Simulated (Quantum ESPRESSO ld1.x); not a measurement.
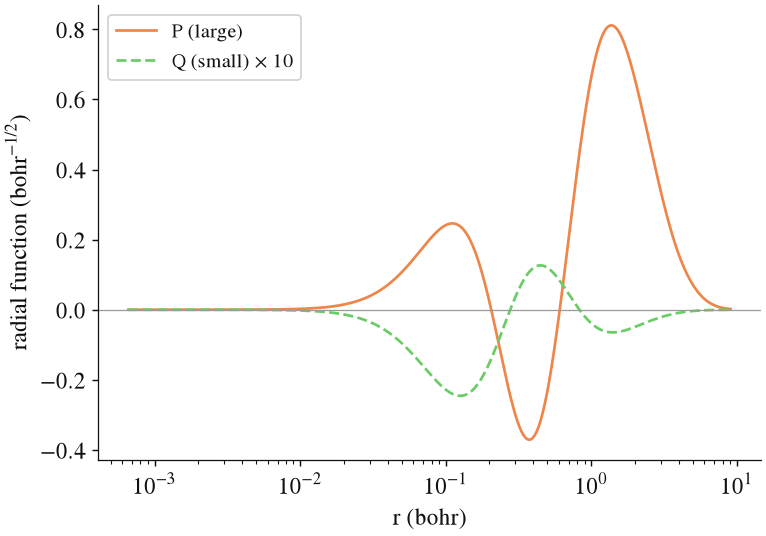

The osmium ion Os⁺ in the configuration [Xe] 4f14 5d6 6s1 (5d3/2: 4, 5d5/2: 2). Computed with Quantum ESPRESSO ld1.x 7.5: Dirac Kohn-Sham, RPBE, spin-unpolarised, spherical densities, point nucleus.

The plot shows the large and small radial components of one occupied spinor.

Q: Which spinor (n, l, j) is it?

Answer: It is 5d5/2. The spinor has κ = −3: the large component has l = 2 and 2 radial nodes (r = 0.206 and 0.608 bohr), the small one has l = 3. The small component carries 0.016 % of the norm; ⟨r⟩ = 1.79 bohr and the eigenvalue is −13.4 eV. The nodes of P give n − l − 1 and its extent picks the shell; Q has as many nodes as P for κ < 0 and one more for κ > 0.
